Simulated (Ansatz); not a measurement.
**AlH2Br (SMILES [H][Al]([H])[Br]): methods side by side**

The species is AlH2Br (4 atoms), meant as a singlet with charge 0. SMILES: `[H][Al]([H])[Br]`. Geometry: a GFN2-xTB relaxation, a rough one for these elements and not checked as a minimum.

```xyz
4

Al    0.0860    0.1433    0.0012
H     1.6199    0.1412    0.0119
H    -0.6406    1.4941   -0.0212
Br   -1.0652   -1.7787    0.0081
```

Each level gives the energy change with the Al1–H3 bond stretched from 1.534 to 1.917 Å (eV). The values are calculated.

| level | kind | program | value (eV) | less FCI/STO-3G | CPU time (all runs) |
| --- | --- | --- | --- | --- | --- |
| SVWN5/STO-3G (restricted) | LDA | Ansatz | 1.16 | -0.07 | 1.7 s |
| BLYP/STO-3G (restricted) | GGA | Ansatz | 1.08 | -0.15 | 2.6 s |
| r2SCAN/STO-3G (restricted) | meta-GGA | Ansatz | 1.22 | -0.01 | 6.3 s |
| B3LYP/STO-3G (restricted) | global hybrid | Ansatz | 1.22 | -0.01 | 2.6 s |
| BHLYP/STO-3G (restricted) | global hybrid | Ansatz | 1.40 | +0.17 | 2.5 s |
| HSE06/STO-3G (restricted) | range-separated hybrid | Ansatz | 1.26 | +0.03 | 3.2 s |
| wB97M-V/STO-3G (restricted) | range-separated hybrid | Ansatz | 1.31 | +0.08 | 39 s |
| MP2/STO-3G (restricted) | perturbation theory | Ansatz | 1.40 | +0.17 | 0.44 s |
| FCI/STO-3G | exact in the basis | Ansatz | 1.23 | 0.00 | 11 s |

FCI/STO-3G is exact within its basis and frozen core, so for wave-function methods in that basis the difference is their error; functionals converge differently with the basis, so for them it is only a difference. All-electron rows without a relativistic Hamiltonian named are non-relativistic. The first shape isn't each level's own minimum. The values span 1.08 to 1.40 eV. All rows use very small basis sets, so even the best lies far from the true value. In the correlated wave-function rows the outer d shell of Br is correlated, in sets not made for it. Times are those of the runs behind each value, whatever else they computed, on shared processors of several kinds: orders of magnitude only.

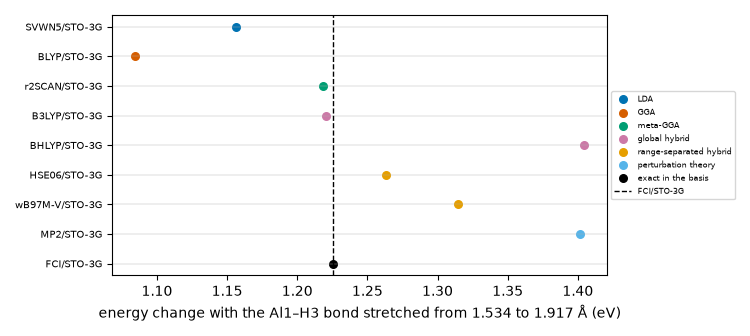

The values of the table, level by level.
